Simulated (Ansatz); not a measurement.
**CHFGa (quartet): wave-function methods side by side, cc-pVDZ**

How much of the correlation energy of CHFGa (quartet) does each wave-function method recover here?

The runs use Ansatz 0.2.0, Gaussian basis; cc-pVDZ, core rule «outside noble gas», up to 16 orbitals frozen.

The runs, in order: UHF; CCSD(T) on ROHF; CCSD(T) on UHF; BCCD(T) on ROHF; CISD as a restricted active space (open shells left free, so some higher excitations enter); CCSDT(Q) on ROHF; CCSDT(Q) on UHF.

33 further runs of the same task are left out: 15 that didn't finish, 18 set aside as unsound or not needed. Runs told in other sessions of the task aren't counted.

## 1. What is computed

The geometry is a PBE0/def2-TZVP stationary point (not a proven minimum). No spin-orbit coupling is included. The filled d shell of Ga may be among the frozen orbitals whatever the setting's name suggests.

4 atoms, charge 0, spin multiplicity 4.

Atoms are counted from 1 here; the program's logs count them from 0.

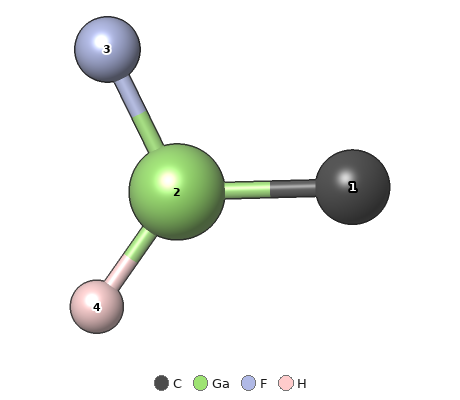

The structure; carbon dark grey, gallium green, fluorine light blue, hydrogen pink; atoms are numbered from 1 in the order of the file.

In the tables R marks a restricted open-shell determinant and U an unrestricted one; energies count from the table's Hartree-Fock row.

## 2. UHF

in.yaml

```yaml
crystal:
  periodic: [false, false, false]
  atoms:
    - {symbol: C, position_ang: [0.000000, -0.853315, 1.664130]}
    - {symbol: Ga, position_ang: [0.000000, 0.280570, 0.099192]}
    - {symbol: F, position_ang: [0.000000, -0.587217, -1.420473]}
    - {symbol: H, position_ang: [0.000000, 1.828378, 0.082706]}
basis:
  gaussian: {orbitals: cc-pVDZ}
magnetization: {spin_polarized: true, initial_magnetization: 3}
hamiltonian: {xc: hf}
output: {orbitals: {seedname: orbitals}}
```

Run with:

```
> ansatz run in.yaml --threads 1 --pin off --events-out ev --progress --plain --max-ram 2393MiB
```

Output:

```text
Functional definition: HF
  name "HF"
  cite "Fock, Z. Phys. 61, 126 (1930) doi:10.1007/BF01340294"
  parent pbe
  exchange = exact_x
  correlation = 0
632 factors; integrals over basis functions are off by at most 7.8e-4 eV
mean field evaluation 1: about -56080.0984 eV, gradient 2.0e1 eV
mean field evaluation 2: about -56080.1355 eV, gradient 2.0e1 eV
mean field evaluation 4: about -56082.7435 eV, gradient 3.3e0 eV
mean field evaluation 8: about -56083.0443 eV, gradient 7.9e-1 eV
mean field -56083.06383408 eV, -2061.0145814364 hartree, gradient 4.8e-5 eV, S^2 3.754531; 0 other end points of the search recorded, 0 dependent functions left out
reference -56083.06383408 eV, -2061.0145814364 hartree; 25, 22 occupied and 35, 38 virtual orbitals, 632 factors
Total energy: -56083.06383408 eV, -2061.0145814364 hartree
```

Wall time 0.96 s (1 thread of Arm Neoverse V1, shared host).

From the report: ⟨S²⟩ of the determinant 3.755 (pure quartet: 3.75).

## 3. CCSD(T) on ROHF

Edit in.yaml of step 2 so:

```diff
@@ -9,4 +9,4 @@
   gaussian: {orbitals: cc-pVDZ}
-magnetization: {spin_polarized: true, initial_magnetization: 3}
-hamiltonian: {xc: hf}
-output: {orbitals: {seedname: orbitals}}
+magnetization: {spin_polarized: false, initial_magnetization: 3}
+correlation: {method: ccsd_t, electrons: outside_noble_gas}
+output: {forces: true}
```

Launched as before.

Output, shortened:

```text
Functional definition: HF
  name "HF"
  cite "Fock, Z. Phys. 61, 126 (1930) doi:10.1007/BF01340294"
  parent pbe
[...]
632 factors; integrals over basis functions are off by at most 7.8e-4 eV
[...]
mean field -56083.01639025 eV, -2061.0128379079 hartree, gradient 1.6e-6 eV, S^2 3.750000; 0 other end points of the search recorded, 0 dependent functions left out
[...]
16 core orbitals not correlated, not the lowest: weight in the atoms' cores, before any rotation towards them, 0.948 or more for the frozen orbitals, at most 0.048 for the correlated occupied ones
reference -56083.01639025 eV, -2061.0128379079 hartree; 9, 6 occupied and 35, 38 virtual orbitals, 632 factors
second order -8.31816409 eV of doubles, -0.03015810 eV of singles
cycle   1  -8.68374940 eV  change   -3.4e-1 eV  update   8.6e-2
[...]
cycle  14  -9.04707698 eV  change   -1.1e-6 eV  update   1.5e-6
perturbative correction -0.17156646 eV, -0.0063049512 hartree
[...]
Total energy: -56092.23503370 eV, -2061.3516168058 hartree
Atom 0 at     0.000000    -0.853315     1.664130 Å, force     0.000000    -0.334594     0.548790 eV/Å
Atom 1 at     0.000000     0.280570     0.099192 Å, force    -0.000000     0.370338     0.028732 eV/Å
Atom 2 at     0.000000    -0.587217    -1.420473 Å, force    -0.000000    -0.305156    -0.601024 eV/Å
Atom 3 at     0.000000     1.828378     0.082706 Å, force     0.000000     0.269412     0.023502 eV/Å
Dipole moment:     0.000000     0.332274     0.201310 e Å
```

It took 11 s on 1 thread of Arm Neoverse V1, shared host.

From the report: correlation -9.2186 eV; T1 0.022; largest double amplitude 0.03.

## 4. CCSD(T) on UHF

Edit in.yaml of step 3 so:

```diff
@@ -9,3 +9,3 @@
   gaussian: {orbitals: cc-pVDZ}
-magnetization: {spin_polarized: false, initial_magnetization: 3}
+magnetization: {spin_polarized: true, initial_magnetization: 3}
 correlation: {method: ccsd_t, electrons: outside_noble_gas}
```

Same command.

Output, shortened:

```text
Functional definition: HF
  name "HF"
  cite "Fock, Z. Phys. 61, 126 (1930) doi:10.1007/BF01340294"
  parent pbe
[...]
632 factors; integrals over basis functions are off by at most 7.8e-4 eV
[...]
mean field -56083.06383408 eV, -2061.0145814364 hartree, gradient 3.1e-6 eV, S^2 3.754531; 0 other end points of the search recorded, 0 dependent functions left out
16 core orbitals not correlated, not the lowest: weight in the atoms' cores, before any rotation towards them, 0.948 or more for the frozen orbitals, at most 0.048 for the correlated occupied ones
reference -56083.06383408 eV, -2061.0145814364 hartree; 9, 6 occupied and 35, 38 virtual orbitals, 632 factors
second order -8.30726230 eV of doubles, -0.00000000 eV of singles
cycle   1  -8.63358364 eV  change   -3.3e-1 eV  update   8.6e-2
[...]
cycle  14  -9.00221883 eV  change   -1.2e-6 eV  update   1.6e-6
perturbative correction -0.17127999 eV, -0.0062944235 hartree
[...]
Total energy: -56092.23733289 eV, -2061.3517012998 hartree
Atom 0 at     0.000000    -0.853315     1.664130 Å, force    -0.000000    -0.332274     0.545691 eV/Å
Atom 1 at     0.000000     0.280570     0.099192 Å, force    -0.000000     0.367962     0.031826 eV/Å
Atom 2 at     0.000000    -0.587217    -1.420473 Å, force    -0.000000    -0.305158    -0.601071 eV/Å
Atom 3 at     0.000000     1.828378     0.082706 Å, force     0.000000     0.269469     0.023553 eV/Å
Dipole moment:     0.000000     0.332480     0.201097 e Å
```

It took 9.5 s on 1 thread of Arm Neoverse V1, shared host.

From the report: ⟨S²⟩ of the determinant 3.755 (pure quartet: 3.75); correlation -9.1735 eV; T1 0.022; largest double amplitude 0.03.

## 5. BCCD(T) on ROHF

Edit in.yaml of step 4 so:

```diff
@@ -9,4 +9,3 @@
   gaussian: {orbitals: cc-pVDZ}
-magnetization: {spin_polarized: true, initial_magnetization: 3}
-correlation: {method: ccsd_t, electrons: outside_noble_gas}
-output: {forces: true}
+magnetization: {spin_polarized: false, initial_magnetization: 3}
+correlation: {method: bccd_t, electrons: outside_noble_gas}
```

Launched as before.

Output, shortened:

```text
Functional definition: HF
  name "HF"
  cite "Fock, Z. Phys. 61, 126 (1930) doi:10.1007/BF01340294"
  parent pbe
[...]
632 factors; integrals over basis functions are off by at most 7.8e-4 eV
[...]
mean field -56083.01639025 eV, -2061.0128379079 hartree, gradient 1.6e-6 eV, S^2 3.750000; 0 other end points of the search recorded, 0 dependent functions left out
[...]
16 core orbitals not correlated, not the lowest: weight in the atoms' cores, before any rotation towards them, 0.948 or more for the frozen orbitals, at most 0.048 for the correlated occupied ones
reference -56083.01639025 eV, -2061.0128379079 hartree; 9, 6 occupied and 35, 38 virtual orbitals, 632 factors
second order -8.31816409 eV of doubles, -0.03015810 eV of singles
cycle   1  -8.68660127 eV  change   -3.4e-1 eV  update   8.6e-2
[...]
cycle  12  -9.02408790 eV  change   -1.1e-5 eV  update   9.6e-6
perturbative correction -0.20011420 eV, -0.0073540611 hartree
Total energy: -56092.24059235 eV, -2061.3518210824 hartree
```

Wall time 3.4 s (1 thread of Arm Neoverse V1, shared host).

From the report: correlation -9.2242 eV; largest double amplitude 0.03.

## 6. CISD as a restricted active space (open shells left free, so some higher excitations enter)

Edit in.yaml of step 5 so:

```diff
@@ -10,2 +10,2 @@
 magnetization: {spin_polarized: false, initial_magnetization: 3}
-correlation: {method: bccd_t, electrons: outside_noble_gas}
+correlation: {active_space: {ras: {orbitals: [6, 3, 35], electrons: 15, max_holes: 2, max_particles: 2}, fixed_orbitals: true}}
```

Launched as before.

Output:

```text
Functional definition: HF
  name "HF"
  cite "Fock, Z. Phys. 61, 126 (1930) doi:10.1007/BF01340294"
  parent pbe
  exchange = exact_x
  correlation = 0
632 factors; integrals over basis functions are off by at most 7.8e-4 eV
mean field evaluation 1: about -56079.6649 eV, gradient 3.0e1 eV
mean field evaluation 2: about -56079.6927 eV, gradient 3.0e1 eV
mean field evaluation 4: about -56082.8085 eV, gradient 3.1e0 eV
mean field evaluation 8: about -56083.0071 eV, gradient 6.1e-1 eV
mean field evaluation 16: about -56083.0164 eV, gradient 1.6e-6 eV
mean field -56083.01639025 eV, -2061.0128379079 hartree, gradient 1.6e-6 eV, S^2 3.750000; 0 other end points of the search recorded, 0 dependent functions left out
reference -56083.01639025 eV, -2061.0128379079 hartree; 25, 22 occupied and 35, 38 virtual orbitals, 632 factors
state -56090.13356134 eV, -2061.2743891212 hartree
Total energy: -56090.13356134 eV, -2061.2743891212 hartree
```

It took 56 s on 1 thread of Arm Neoverse V1, shared host.

From the report: 293,138 determinants.

## 7. CCSDT(Q) on ROHF

Edit in.yaml of step 6 so:

```diff
@@ -10,2 +10,2 @@
 magnetization: {spin_polarized: false, initial_magnetization: 3}
-correlation: {active_space: {ras: {orbitals: [6, 3, 35], electrons: 15, max_holes: 2, max_particles: 2}, fixed_orbitals: true}}
+correlation: {method: ccsdt_q, electrons: outside_noble_gas}
```

The command is unchanged.

Output, shortened:

```text
Functional definition: HF
  name "HF"
  cite "Fock, Z. Phys. 61, 126 (1930) doi:10.1007/BF01340294"
  parent pbe
[...]
1150 factors; integrals over basis functions are off by at most 2.1e-7 eV
[...]
mean field -56083.01663122 eV, -2061.0128467634 hartree, gradient 1.3e-6 eV, S^2 3.750000; 0 other end points of the search recorded, 0 dependent functions left out
[...]
16 core orbitals not correlated, not the lowest: weight in the atoms' cores, before any rotation towards them, 0.948 or more for the frozen orbitals, at most 0.048 for the correlated occupied ones
reference -56083.01663122 eV, -2061.0128467634 hartree; 9, 6 occupied and 35, 38 virtual orbitals, 1150 factors
second order -8.31820062 eV of doubles, -0.03015831 eV of singles
cycle   1  -8.68377384 eV  change   -3.4e-1 eV  update   9.4e-2
[...]
cycle  19  -9.24475507 eV  change    3.3e-7 eV  update   1.5e-6
perturbative correction -0.01724047 eV, -0.0006335757 hartree
Total energy: -56092.27862676 eV, -2061.3532188215 hartree
```

Run time: 95 s. Hardware: 1 thread of Arm Neoverse V1, shared host; peak memory 1 GiB.

From the report: correlation -9.2620 eV; T1 0.023; largest double amplitude 0.03.

## 8. CCSDT(Q) on UHF

Edit in.yaml of step 7 so:

```diff
@@ -9,3 +9,3 @@
   gaussian: {orbitals: cc-pVDZ}
-magnetization: {spin_polarized: false, initial_magnetization: 3}
+magnetization: {spin_polarized: true, initial_magnetization: 3}
 correlation: {method: ccsdt_q, electrons: outside_noble_gas}
```

Launched as before.

Output, shortened:

```text
Functional definition: HF
  name "HF"
  cite "Fock, Z. Phys. 61, 126 (1930) doi:10.1007/BF01340294"
  parent pbe
[...]
1150 factors; integrals over basis functions are off by at most 2.1e-7 eV
[...]
mean field -56083.06407556 eV, -2061.0145903108 hartree, gradient 1.5e-6 eV, S^2 3.754531; 0 other end points of the search recorded, 0 dependent functions left out
16 core orbitals not correlated, not the lowest: weight in the atoms' cores, before any rotation towards them, 0.948 or more for the frozen orbitals, at most 0.048 for the correlated occupied ones
reference -56083.06407556 eV, -2061.0145903108 hartree; 9, 6 occupied and 35, 38 virtual orbitals, 1150 factors
second order -8.30729850 eV of doubles, -0.00000000 eV of singles
cycle   1  -8.63360758 eV  change   -3.3e-1 eV  update   9.4e-2
[...]
cycle  19  -9.19951454 eV  change    2.8e-7 eV  update   1.5e-6
perturbative correction -0.02013592 eV, -0.0007399813 hartree
Total energy: -56092.28372603 eV, -2061.3534062160 hartree
```

Wall time 79 s (1 thread of Arm Neoverse V1, shared host); peak memory 0.75 GiB.

From the report: ⟨S²⟩ of the determinant 3.755 (pure quartet: 3.75); correlation -9.2197 eV; T1 0.023; largest double amplitude 0.03.

## 9. Misses and costs

The yardstick is UCCSDT(Q), where the cluster series has nearly closed. Rows without a time are mean-field rows or come out of runs for another level: lower rungs of the coupled-cluster runs, or the Hartree-Fock search. The times of RCCSD(T), UCCSD(T) include forces.

```csv
method,energy from the lowest ROHF (kcal/mol),from UCCSDT(Q) (kcal/mol),time
ROHF,0.00,+213.71,
UHF,-1.09,+212.62,
RMP2,-192.52,+21.19,
UMP2,-192.66,+21.05,
RCCSD,-208.63,+5.08,
UCCSD,-208.69,+5.02,
RCCSD(T),-212.59,+1.12,11 s
UCCSD(T),-212.64,+1.07,9.5 s
BCCD(T),-212.72,+0.99,3.4 s
RCCSDT,-213.19,+0.52,
UCCSDT,-213.25,+0.46,
RCCSDT(Q),-213.59,+0.12,95 s
UCCSDT(Q),-213.71,0,79 s
```

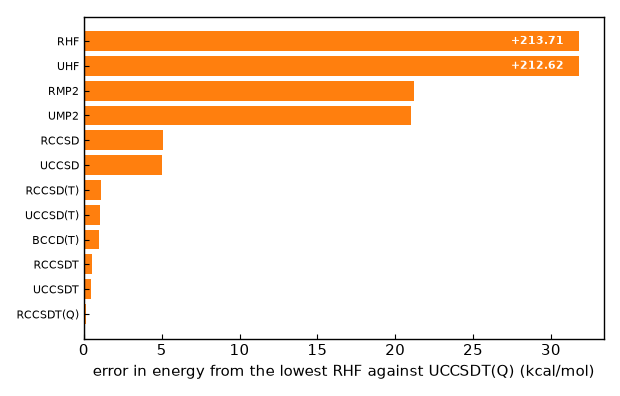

Error of each method against UCCSDT(Q). Bars with a number in them are cut short.

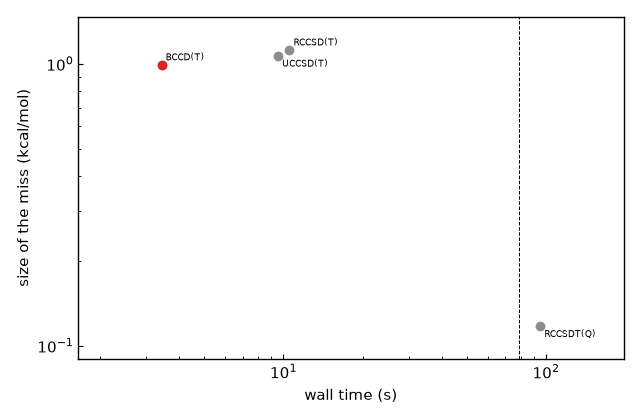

Miss against cost. Red marks the levels that no quicker level drawn beats (of those quicker than the yardstick), and the dashed line is the time of UCCSDT(Q). Times are from a shared host.

Not comparable, so not listed: CISD as a restricted active space (open shells left free, so some higher excitations enter) (they don't share determinant, frozen orbitals or solution with the rows shown, or repeat one).

With the free atoms at the same levels and basis (separate runs), the atomisation energy is 8.957 eV at UCCSDT(Q), 8.934 eV at RCCSD(T), 8.931 eV at UCCSD(T), 7.345 eV at ROHF.

## 10. Summary of results

| quantity | value |
| --- | --- |
| UCCSDT(Q) from the ROHF energy | -9.2673 eV |
| RMP2 from UCCSDT(Q) | +21.19 kcal/mol |
| UMP2 from UCCSDT(Q) | +21.05 kcal/mol |
| RCCSD from UCCSDT(Q) | +5.08 kcal/mol |
| RCCSD(T) from UCCSDT(Q) | +1.12 kcal/mol |
| UCCSD(T) from UCCSDT(Q) | +1.07 kcal/mol |
| RCCSDT(Q) from UCCSDT(Q) | +0.12 kcal/mol |
| levels within 1 kcal/mol (43 meV) | BCCD(T), RCCSDT, UCCSDT, RCCSDT(Q) |
| T1 diagnostic | 0.022 |

RCCSD(T) lands +1.12 kcal/mol from the yardstick (0.5 % of the correlation energy). These misses are within one basis, not against nature; the frozen cores of restricted and unrestricted runs differ, which can shift their rows.

BCCD(T) reaches 0.99 kcal/mol from the reference in 3.4 s, where UCCSDT(Q) took 79 s.
